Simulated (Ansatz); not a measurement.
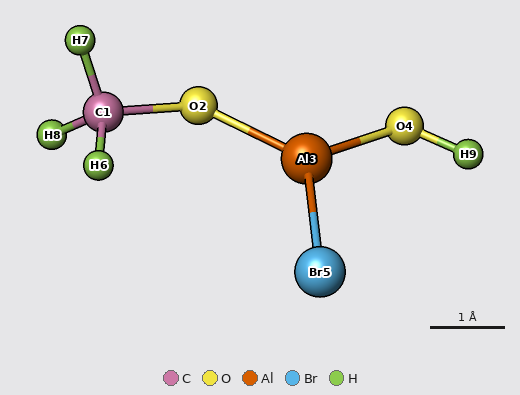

Fig. 1: The structure as given in the input (ball-and-stick view, seen at a tilt; atoms are numbered from 1 in the order of the input). Sticks mark near contacts.

# CH4AlBrO2: molecular dynamics (part 1 of 2)

CH4AlBrO2, SMILES C[O][Al]([OH])[Br], computed with RKS r2SCAN/def2-SVP (Ansatz 0.2.0).

The geometry comes from this level: PBE0-D4/def2-TZVP. Figures and captions count atoms from 1; the log counts them from 0 in places.

**Input**
```yaml
crystal:
  periodic: [false, false, false]
  atoms:
    - {symbol: C, position_ang: [0.244677, -1.485017, -0.832799]}
    - {symbol: O, position_ang: [-0.015336, -0.679119, 0.281108]}
    - {symbol: Al, position_ang: [-0.149637, 0.957170, 0.570025]}
    - {symbol: O, position_ang: [-0.484852, 1.481138, 2.131583]}
    - {symbol: Br, position_ang: [0.117971, 2.424569, -1.116447]}
    - {symbol: H, position_ang: [0.401754, -0.898759, -1.745507]}
    - {symbol: H, position_ang: [1.140223, -2.087723, -0.653680]}
    - {symbol: H, position_ang: [-0.594986, -2.165861, -1.002514]}
    - {symbol: H, position_ang: [-0.571314, 2.407300, 2.351134]}
basis:
  gaussian: {orbitals: def2-SVP}
hamiltonian: {xc: {name: r2SCAN}}
md: {timestep: 1 fs, n_steps: 50, ensemble: nvt_langevin, temperature: 300, initial_velocities: maxwell_boltzmann, friction: 0.01, seed: 238}
```

Launched with:
```bash
ansatz run in.yaml --threads 4 --pin off --events-out ev --progress --plain --max-ram 10444MiB
```

**What the program printed**
```
Functional definition: r2SCAN
  name "r2SCAN"
  cite "Furness, Kaplan, Ning, Perdew & Sun, J. Phys. Chem. Lett. 11, 8208 (2020) doi:10.1021/acs.jpclett.0c02405"
  cite "Furness, Kaplan, Ning, Perdew & Sun, J. Phys. Chem. Lett. 11, 9248 (2020) doi:10.1021/acs.jpclett.0c03077"
  parent r2scan
  parameter k0 = 0.174
  parameter k1 = 0.065
  parameter a1 = 4.9479
  exchange = r2scan_x(k0 = k0, k1 = k1, a1 = a1)
  correlation = r2scan_c
1214 factors; their error is unknown
mean field evaluation 1: about -81815.3110 eV, gradient 7.5e1 eV
mean field evaluation 2: about -81774.8980 eV, gradient 1.6e2 eV
mean field evaluation 4: about -81825.8183 eV, gradient 8.6e0 eV
mean field evaluation 8: about -81825.9624 eV, gradient 2.8e-1 eV
mean field evaluation 16: about -81825.8734 eV, gradient 7.4e-5 eV
mean field -81825.87335764 eV, -3007.0453823241 hartree, gradient 1.7e-5 eV, S^2 0.000000; 0 other end points of the search recorded, 0 dependent functions left out
the calculation of the forces begins
reference -81825.87336884 eV, -3007.0453827360 hartree; 37, 37 occupied and 75, 75 virtual orbitals, 1214 factors
md step     0: t =     0.00 fs  T =   266.7 K  F+E_penalty+E_count = -81825.87335764 eV  E_kin = 0.310224 eV  (28 SCF iters)
these checks for a lower state are left out or cut short: starts, cluster_reference, orbital_swaps, neighbouring_geometries, increment
1214 factors; their error is unknown
mean field -81825.83072433 eV, -3007.0438155790 hartree, gradient 8.5e-6 eV, S^2 0.000000; 0 other end points of the search recorded, 0 dependent functions left out
the calculation of the forces begins
reference -81825.83073551 eV, -3007.0438159898 hartree; 37, 37 occupied and 75, 75 virtual orbitals, 1214 factors
md step     1: t =     1.00 fs  T =   241.0 K  F+E_penalty+E_count = -81825.83072433 eV  E_kin = 0.280331 eV  (30 SCF iters)
[... from here on the SCF iterations and repeated set-up lines of each step are left out, up to the last step ...]
md step     2: t =     2.00 fs  T =   204.5 K  F+E_penalty+E_count = -81825.77403350 eV  E_kin = 0.237908 eV  (30 SCF iters)
md step     3: t =     3.00 fs  T =   205.2 K  F+E_penalty+E_count = -81825.76664982 eV  E_kin = 0.238676 eV  (31 SCF iters)
md step     4: t =     4.00 fs  T =   218.9 K  F+E_penalty+E_count = -81825.78094616 eV  E_kin = 0.254604 eV  (31 SCF iters)
md step     5: t =     5.00 fs  T =   207.1 K  F+E_penalty+E_count = -81825.76900457 eV  E_kin = 0.240931 eV  (31 SCF iters)
md step     6: t =     6.00 fs  T =   192.9 K  F+E_penalty+E_count = -81825.73077801 eV  E_kin = 0.224440 eV  (30 SCF iters)
md step     7: t =     7.00 fs  T =   165.7 K  F+E_penalty+E_count = -81825.68489564 eV  E_kin = 0.192752 eV  (30 SCF iters)
md step     8: t =     8.00 fs  T =   147.3 K  F+E_penalty+E_count = -81825.65700092 eV  E_kin = 0.171364 eV  (31 SCF iters)
md step     9: t =     9.00 fs  T =   175.8 K  F+E_penalty+E_count = -81825.68023808 eV  E_kin = 0.204560 eV  (31 SCF iters)
md step    10: t =    10.00 fs  T =   235.6 K  F+E_penalty+E_count = -81825.75887466 eV  E_kin = 0.274080 eV  (30 SCF iters)
md step    11: t =    11.00 fs  T =   307.9 K  F+E_penalty+E_count = -81825.81588258 eV  E_kin = 0.358167 eV  (30 SCF iters)
md step    12: t =    12.00 fs  T =   282.3 K  F+E_penalty+E_count = -81825.77266488 eV  E_kin = 0.328385 eV  (30 SCF iters)
md step    13: t =    13.00 fs  T =   206.8 K  F+E_penalty+E_count = -81825.68341102 eV  E_kin = 0.240539 eV  (30 SCF iters)
md step    14: t =    14.00 fs  T =   192.5 K  F+E_penalty+E_count = -81825.67081850 eV  E_kin = 0.223957 eV  (30 SCF iters)
md step    15: t =    15.00 fs  T =   216.3 K  F+E_penalty+E_count = -81825.72309748 eV  E_kin = 0.251589 eV  (30 SCF iters)
md step    16: t =    16.00 fs  T =   238.1 K  F+E_penalty+E_count = -81825.74710787 eV  E_kin = 0.277007 eV  (30 SCF iters)
md step    17: t =    17.00 fs  T =   220.6 K  F+E_penalty+E_count = -81825.70168906 eV  E_kin = 0.256645 eV  (30 SCF iters)
md step    18: t =    18.00 fs  T =   164.3 K  F+E_penalty+E_count = -81825.62652432 eV  E_kin = 0.191138 eV  (29 SCF iters)
md step    19: t =    19.00 fs  T =   153.6 K  F+E_penalty+E_count = -81825.60920458 eV  E_kin = 0.178728 eV  (30 SCF iters)
md step    20: t =    20.00 fs  T =   209.7 K  F+E_penalty+E_count = -81825.66967240 eV  E_kin = 0.243931 eV  (30 SCF iters)
md step    21: t =    21.00 fs  T =   284.1 K  F+E_penalty+E_count = -81825.75363445 eV  E_kin = 0.330557 eV  (30 SCF iters)
md step    22: t =    22.00 fs  T =   317.7 K  F+E_penalty+E_count = -81825.78364052 eV  E_kin = 0.369547 eV  (30 SCF iters)
md step    23: t =    23.00 fs  T =   293.8 K  F+E_penalty+E_count = -81825.73534538 eV  E_kin = 0.341760 eV  (30 SCF iters)
md step    24: t =    24.00 fs  T =   254.6 K  F+E_penalty+E_count = -81825.66889547 eV  E_kin = 0.296177 eV  (31 SCF iters)
md step    25: t =    25.00 fs  T =   238.5 K  F+E_penalty+E_count = -81825.66636517 eV  E_kin = 0.277459 eV  (30 SCF iters)
md step    26: t =    26.00 fs  T =   264.6 K  F+E_penalty+E_count = -81825.69191724 eV  E_kin = 0.307861 eV  (30 SCF iters)
md step    27: t =    27.00 fs  T =   252.6 K  F+E_penalty+E_count = -81825.67046265 eV  E_kin = 0.293839 eV  (30 SCF iters)
md step    28: t =    28.00 fs  T =   187.1 K  F+E_penalty+E_count = -81825.60575459 eV  E_kin = 0.217651 eV  (30 SCF iters)
md step    29: t =    29.00 fs  T =   160.0 K  F+E_penalty+E_count = -81825.56369071 eV  E_kin = 0.186175 eV  (31 SCF iters)
md step    30: t =    30.00 fs  T =   176.7 K  F+E_penalty+E_count = -81825.58625453 eV  E_kin = 0.205618 eV  (31 SCF iters)
md step    31: t =    31.00 fs  T =   254.1 K  F+E_penalty+E_count = -81825.66195524 eV  E_kin = 0.295642 eV  (30 SCF iters)
md step    32: t =    32.00 fs  T =   296.4 K  F+E_penalty+E_count = -81825.74168165 eV  E_kin = 0.344811 eV  (30 SCF iters)
md step    33: t =    33.00 fs  T =   318.5 K  F+E_penalty+E_count = -81825.76971532 eV  E_kin = 0.370554 eV  (30 SCF iters)
md step    34: t =    34.00 fs  T =   287.4 K  F+E_penalty+E_count = -81825.73854959 eV  E_kin = 0.334338 eV  (30 SCF iters)
md step    35: t =    35.00 fs  T =   284.6 K  F+E_penalty+E_count = -81825.70015388 eV  E_kin = 0.331137 eV  (30 SCF iters)
md step    36: t =    36.00 fs  T =   265.6 K  F+E_penalty+E_count = -81825.70687933 eV  E_kin = 0.308945 eV  (30 SCF iters)
md step    37: t =    37.00 fs  T =   271.6 K  F+E_penalty+E_count = -81825.72522505 eV  E_kin = 0.315999 eV  (30 SCF iters)
md step    38: t =    38.00 fs  T =   257.2 K  F+E_penalty+E_count = -81825.68577280 eV  E_kin = 0.299186 eV  (29 SCF iters)
md step    39: t =    39.00 fs  T =   199.6 K  F+E_penalty+E_count = -81825.59549565 eV  E_kin = 0.232149 eV  (30 SCF iters)
md step    40: t =    40.00 fs  T =   143.0 K  F+E_penalty+E_count = -81825.53218144 eV  E_kin = 0.166307 eV  (30 SCF iters)
md step    41: t =    41.00 fs  T =   150.7 K  F+E_penalty+E_count = -81825.54626185 eV  E_kin = 0.175261 eV  (30 SCF iters)
md step    42: t =    42.00 fs  T =   197.6 K  F+E_penalty+E_count = -81825.59583535 eV  E_kin = 0.229888 eV  (30 SCF iters)
md step    43: t =    43.00 fs  T =   223.2 K  F+E_penalty+E_count = -81825.63031638 eV  E_kin = 0.259642 eV  (29 SCF iters)
md step    44: t =    44.00 fs  T =   233.7 K  F+E_penalty+E_count = -81825.65800585 eV  E_kin = 0.271914 eV  (30 SCF iters)
md step    45: t =    45.00 fs  T =   233.8 K  F+E_penalty+E_count = -81825.67097079 eV  E_kin = 0.271945 eV  (30 SCF iters)
md step    46: t =    46.00 fs  T =   225.5 K  F+E_penalty+E_count = -81825.66090122 eV  E_kin = 0.262377 eV  (30 SCF iters)
md step    47: t =    47.00 fs  T =   212.9 K  F+E_penalty+E_count = -81825.65336313 eV  E_kin = 0.247653 eV  (30 SCF iters)
md step    48: t =    48.00 fs  T =   223.0 K  F+E_penalty+E_count = -81825.66440789 eV  E_kin = 0.259446 eV  (30 SCF iters)
md step    49: t =    49.00 fs  T =   211.6 K  F+E_penalty+E_count = -81825.67345945 eV  E_kin = 0.246147 eV  (30 SCF iters)
these checks for a lower state are left out or cut short: starts, cluster_reference, orbital_swaps, neighbouring_geometries, increment
1214 factors; their error is unknown
mean field -81825.65762120 eV, -3007.0374541561 hartree, gradient 1.2e-5 eV, S^2 0.000000; 0 other end points of the search recorded, 0 dependent functions left out
the calculation of the forces begins
reference -81825.65763245 eV, -3007.0374545697 hartree; 37, 37 occupied and 75, 75 virtual orbitals, 1214 factors
1214 factors; their error is unknown
mean field evaluation 416: about -81825.7451 eV, gradient 1.1e0 eV
mean field -81825.65762120 eV, -3007.0374541561 hartree, gradient 1.2e-5 eV, S^2 0.000000; 1 other end points of the search recorded, 0 dependent functions left out
the calculation of the forces begins
reference -81825.65763245 eV, -3007.0374545697 hartree; 37, 37 occupied and 75, 75 virtual orbitals, 1214 factors
md step    50: t =    50.00 fs  T =   199.2 K  F+E_penalty+E_count = -81825.65762120 eV  E_kin = 0.231782 eV  (29 SCF iters)
```

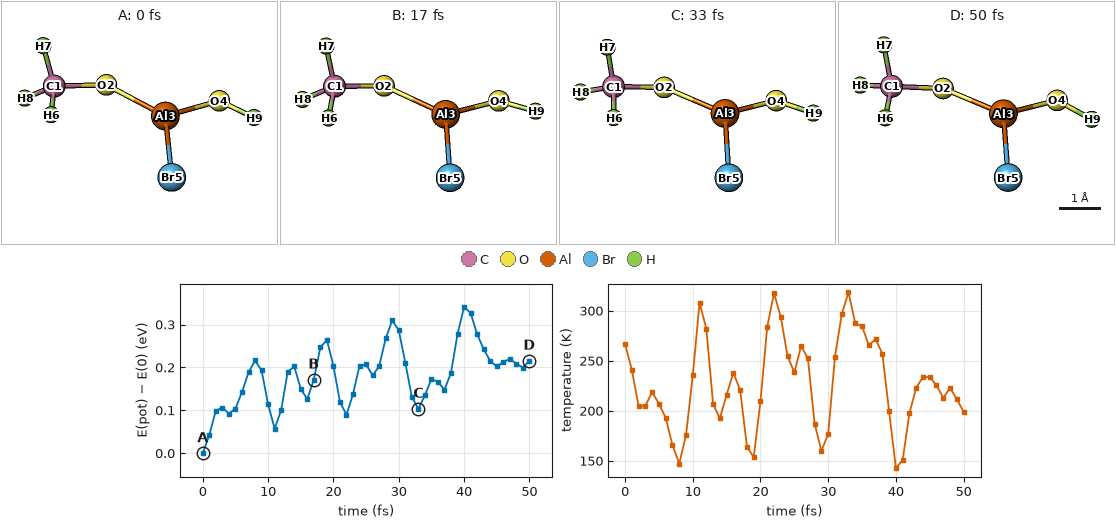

Fig. 2: Frames of the molecular dynamics (ball-and-stick, seen at a tilt) above the curves, on which the letters mark them. The trajectory kept here has 51 frames over 50 fs. The temperature starts at 267 K, ranges from 143 to 319 K and averages 230 K over the second half. The potential energy ends 0.216 eV above its first value. After an unweighted best fit of the last frame on the first, the root-mean-square displacement is 0.13 Å, and H8 has moved furthest (0.23 Å).

```
Total energy: -81825.65763245 eV, -3007.0374545697 hartree
Atom 0 at     0.125526    -1.426978    -0.709498 Å, force    -0.588452    -1.965591     2.278842 eV/Å
Atom 1 at    -0.189516    -0.571409     0.370635 Å, force     0.407159    -0.800309    -0.529190 eV/Å
Atom 2 at    -0.094749     1.061166     0.647337 Å, force    -0.768009     1.148867     1.261513 eV/Å
Atom 3 at    -0.479416     1.630880     2.236760 Å, force     0.239984     0.019716    -0.775600 eV/Å
Atom 4 at     0.067403     2.441634    -1.110607 Å, force     0.154553     0.170499    -0.138791 eV/Å
Atom 5 at     0.132784    -0.934879    -1.664799 Å, force    -0.012019     0.258084    -0.882074 eV/Å
Atom 6 at     1.056610    -1.988255    -0.490992 Å, force     0.421375     0.647933    -0.318799 eV/Å
Atom 7 at    -0.575663    -2.314486    -0.639669 Å, force    -0.033377     0.969811    -0.668025 eV/Å
Atom 8 at    -0.685259     2.544421     2.490010 Å, force     0.178786    -0.449010    -0.227877 eV/Å
Dipole moment:     0.122957     0.023242    -0.046192 e Å
```

**Trajectory as extended XYZ (Å, eV, eV/Å), 22 of the 51 frames kept, from step=0 to step=50**
```
9
Properties=species:S:1:pos:R:3:forces:R:3 step=0 time_fs=0.0 energy=-81825.87336 temperature=266.7
C     0.2447   -1.4850   -0.8328   -0.0603   0.1270   0.2736
O    -0.0153   -0.6791    0.2811    0.0243  -0.3376  -0.0466
Al   -0.1496    0.9572    0.5700    0.0135   0.3172  -0.1375
O    -0.4849    1.4811    2.1316   -0.0334  -0.1248   0.1958
Br    0.1180    2.4246   -1.1164    0.0101   0.0407  -0.0614
H     0.4018   -0.8988   -1.7455    0.0536   0.1468  -0.3002
H     1.1402   -2.0877   -0.6537    0.2580  -0.2136   0.0093
H    -0.5950   -2.1659   -1.0025   -0.2221  -0.2347  -0.0867
H    -0.5713    2.4073    2.3511   -0.0437   0.2790   0.1538
9
Properties=species:S:1:pos:R:3:forces:R:3 step=2 time_fs=2.0 energy=-81825.77403 temperature=204.5
C     0.2298   -1.4849   -0.8320    1.5179   1.8834  -0.1678
O    -0.0307   -0.6806    0.2863   -0.0164  -0.5233  -0.0420
Al   -0.1429    0.9568    0.5690   -0.1258   0.4819   0.3288
O    -0.4825    1.4863    2.1466    0.1396  -1.1545  -0.4623
Br    0.1190    2.4230   -1.1192    0.0213   0.0312  -0.0473
H     0.4145   -0.8440   -1.7477   -0.2149  -0.7310   0.4781
H     1.1099   -2.1039   -0.6532    0.5791  -0.0733   0.0488
H    -0.5446   -2.1746   -0.9862   -1.7964  -1.1017  -0.4978
H    -0.5405    2.4047    2.3413   -0.1043   1.1873   0.3614
9
Properties=species:S:1:pos:R:3:forces:R:3 step=5 time_fs=5.0 energy=-81825.76900 temperature=207.1
C     0.2115   -1.4761   -0.8330    0.6064  -0.2937   0.0685
O    -0.0523   -0.6850    0.2940    0.0082  -0.6388  -0.0710
Al   -0.1329    0.9585    0.5704   -0.2906   0.6112   0.7988
O    -0.4825    1.4902    2.1671    0.1660   1.0369  -0.3800
Br    0.1204    2.4199   -1.1228    0.0411   0.0207  -0.0373
H     0.4100   -0.8112   -1.7133   -0.3309  -0.7552   0.0555
H     1.1040   -2.1271   -0.6702    0.0617   0.5290   0.0394
H    -0.5705   -2.2528   -0.9829   -0.2581   0.6710  -0.2893
H    -0.5015    2.4587    2.3573   -0.0040  -1.1811  -0.1847
9
Properties=species:S:1:pos:R:3:forces:R:3 step=7 time_fs=7.0 energy=-81825.68490 temperature=165.7
C     0.2039   -1.4670   -0.8344   -0.4965  -2.4747   1.1282
O    -0.0677   -0.6892    0.2971    0.0885  -0.4984  -0.0175
Al   -0.1267    0.9609    0.5726   -0.3854   0.5582   1.0259
O    -0.4849    1.4929    2.1783    0.2676   0.4804  -0.7156
Br    0.1216    2.4181   -1.1237    0.0541   0.0208  -0.0320
H     0.3908   -0.8302   -1.6727   -0.1395   0.3146  -1.3513
H     1.1103   -2.1199   -0.6972   -0.2003   0.6213   0.1603
H    -0.6119   -2.2921   -0.9891    0.8441   1.6812  -0.1001
H    -0.4847    2.4505    2.3718   -0.0326  -0.7035  -0.0979
9
Properties=species:S:1:pos:R:3:forces:R:3 step=10 time_fs=10.0 energy=-81825.75887 temperature=235.6
C     0.1952   -1.4668   -0.8254   -0.5061  -1.4110   0.5428
O    -0.0892   -0.6946    0.2995    0.1703   0.0212   0.2296
Al   -0.1171    0.9661    0.5783   -0.5035   0.3382   1.1930
O    -0.4928    1.4993    2.1889    0.3212  -2.0631  -1.5265
Br    0.1215    2.4160   -1.1237    0.0737   0.0271  -0.0256
H     0.3465   -0.8501   -1.6913   -0.1464   0.4240  -1.1095
H     1.1159   -2.0668   -0.7188    0.1735   0.1025   0.3338
H    -0.6123   -2.2444   -0.9833    0.4118   0.8032  -0.1069
H    -0.4665    2.4052    2.4060    0.0056   1.7579   0.4694
```
